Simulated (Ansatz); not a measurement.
# SrAs2Ru2 (I4/mmm): projected density of states in Python

Wanted for SrAs2Ru2 (I4/mmm): a projected density of states.

Program: Ansatz 0.2.0 through its Python package. Level of theory: DFT LDA, plane waves, PAW. These are calculated values, not measurements.

**1. The system**

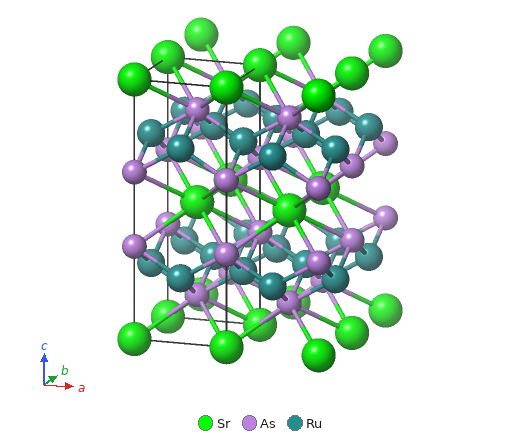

The starting structure, viewed slightly off an axis; strontium green, arsenic purple, ruthenium teal. 2×2×1 cells are drawn. The cell is the conventional one. Atoms on cell faces are repeated.

Input file POSCAR_sras2ru2:

```text
SrAs2Ru2
1.0
  -2.08740500    2.08740500    5.70048240
   2.08740500   -2.08740500    5.70048240
   2.08740500    2.08740500   -5.70048240
Sr As Ru
1 2 2
Direct
   0.00000000    0.00000000    0.00000000
   0.64322202    0.64322202    0.00000000
   0.35677798    0.35677798    0.00000000
   0.25000000    0.75000000    0.50000000
   0.75000000    0.25000000    0.50000000
```

**2. The script**

The input, sras2ru2.py:

```python
"""Projected density of states of SrAs2Ru2."""

import ansatz as az
from ase.io import read
import numpy as np


def main() -> None:
    atoms = read("POSCAR_sras2ru2", format="vasp")
    xtal = az.Crystal.from_ase(atoms)

    model = xtal.calculation()
    model = model.occupations("fermi_dirac", width=0.05)
    model = model.functional("lda")
    model = model.kpoints(8).scf(extra_bands=16)
    model = model.density_of_states(projected=True, method="smearing", broadening_width=0.15, energy_step=0.1)
    res = model.run(threads=1)
    rep = res.report

    dos = res.density_of_states()
    energy = np.asarray(dos.energies_ev) - dos.fermi_ev
    curves = {}
    for site in res.projected_density_of_states().sites:
        for shell in site.shells:
            weight = sum(np.sum(curve.g_bin_mean_per_ev, axis=0) for curve in shell.curves)
            name = f"{site.species} {shell.label}"
            curves[name] = curves.get(name, 0) + weight

    step = energy[1] - energy[0]
    windows = [(-8, -4), (-4, 0), (0, 4)]
    print("states by shell in windows of E - E_F (eV):", windows)
    for name, g in curves.items():
        print(f"{name:8s}", " ".join(f"{step * g[(energy >= a) & (energy < b)].sum():8.3f}" for a, b in windows))
    filled = (energy < 0) & (energy > -8)
    for name, g in curves.items():
        if g[filled].sum() * step > 0.5:
            print(f"centre of {name}: {np.average(energy[filled], weights=g[filled]):.2f} eV")


if __name__ == "__main__":
    main()
```

**3. Launch**

The run is started by

```sh
$ python sras2ru2.py
```

The program printed:

```text
DeckWarning: basis.ecutwfc = 420 eV, auto-derived from the records' recommended cutoffs: set by Sr (normal level)
states by shell in windows of E - E_F (eV): [(-8, -4), (-4, 0), (0, 4)]
Sr 4S       0.015    0.002    0.004
Sr 5S       0.177    0.144    0.438
Sr 4P       0.040    0.031    0.009
As 4S       0.085    0.244    0.371
As 4P       3.522    3.573    2.791
As 3D       0.001    0.005    0.001
Ru 4S       0.035    0.008    0.010
Ru 5S       0.441    0.156    0.561
Ru 4P       0.026    0.047    0.012
Ru 4D       2.797   12.018    3.724
centre of As 4P: -3.85 eV
centre of Ru 5S: -4.34 eV
centre of Ru 4D: -2.46 eV
```

(Warnings from the package without file and line.)

Run time: 17 s. Hardware: 1 thread of Arm Neoverse V2, shared host; peak memory 0.6 GiB.

Lines on the test bed's own set-up are left out of the output.

**4. What the engine kept of the run**

From the engine's report, whether the script printed it or not:

```tsv
item	value
SCF cycles in all	10
k-points solved	59
plane waves	1959
bands	52
valence electrons	72
free energy (eV)	-24511.60030
Fermi level (eV)	13.798
lowest empty less highest filled level on the mesh, by band count (eV)	-1.334
```

**5. The density of states that the run wrote**

From dos.tsv among the run's results, states per cell in windows of 2 eV from the Fermi level (on a coarse mesh the curve is spiky, and it ends where the bands solved end):

```tsv
from	to	states
-10	-8	0.00
-8	-6	0.01
-6	-4	7.17
-4	-2	8.18
-2	0	8.63
0	2	6.26
2	4	4.49
4	6	8.91
6	8	4.93
```

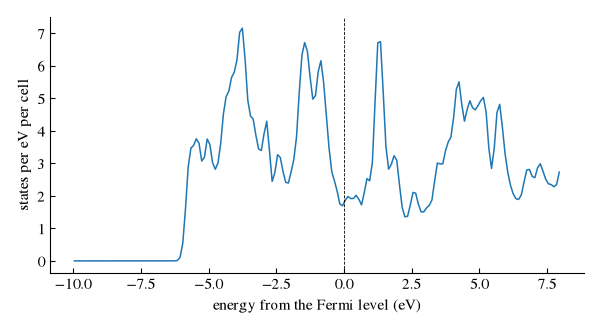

Density of states.

**6. What came out**

| quantity | value |
| --- | --- |
| free energy | -24511.6003 eV (-4902.3201 eV/atom) |
| gap on the mesh | none |

Filled and empty levels meet on the mesh: no gap at this level. What to keep in mind:
- No spin polarisation was allowed.
- For a metal this k-point mesh is coarse: on a finer one energies can move by several to tens of meV an atom and pressures by half a GPa or more, differences at one mesh by less.
- The empty d shell of the heavier alkali and alkaline-earth atoms, which makes much of a conduction band, may have no channel.
- This cell is a computed structure, which may not be the phase found in nature.
- Curves are summed over the cell's atoms. Only shells that the potentials hold have channels, so projections don't add up to the total, least of all where a shell is missing (p of most metals); heights and places of peaks move with the mesh.
- The computed bands are complete only to about 9.0 eV above the Fermi level; beyond that the density of states is undercounted.
- A band centre counts only the states inside the window taken.
